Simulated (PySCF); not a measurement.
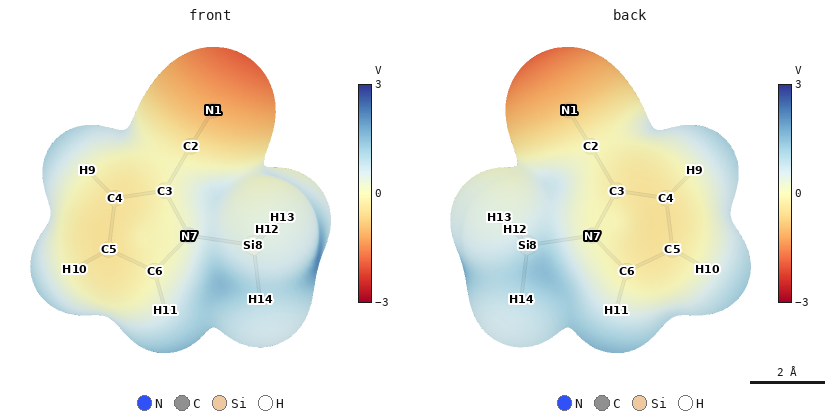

*C$_{5}$H$_{6}$N$_{2}$Si (SMILES N#Cc1cccn1[SiH3]). The electrostatic potential painted on the density surface at 0.002 e/bohr³, seen from the front and from behind; red is negative and blue positive.*

Geometry: PBE0-D3(BJ)/def2-SVP.

Level of theory: PBE0/pcSseg-1, SCF density, gas phase, non-relativistic (PySCF 2.14.0).

Input file:

```
{"job": {"kind": "nmr", "xc": "PBE0", "basis": "pcSseg-1"}, "charge": 0, "multiplicity": 1}
N     -1.189705     2.896572     0.765944
C     -0.471930     2.040601     0.446917
C      0.378536     0.977983     0.054752
C      1.759000     0.938738    -0.063152
C      2.097050    -0.365560    -0.489657
C      0.917590    -1.071248    -0.616075
N     -0.137909    -0.262986    -0.285603
Si    -1.868595    -0.715929    -0.300564
H      2.431513     1.768848     0.140585
H      3.095661    -0.750636    -0.683878
H      0.752179    -2.103452    -0.919474
H     -2.593953     0.143708    -1.272475
H     -2.430034    -0.555989     1.066428
H     -1.871371    -2.140626    -0.727038
```

Command:

```sh
OMP_NUM_THREADS=1 python probes_run.py task.json out
```

Which sites attract a positive test charge, and which a negative one?

Answer. A positive charge is drawn to the negative regions and a negative charge to the positive ones. The most negative region (about −1.8 V) lies over N1, the most positive (about +2.0 V) over Si8. N1 is the likeliest acceptor of a hydrogen bond.

What dipole moment does the calculation give?

Answer. Its dipole moment is 4.28 D.
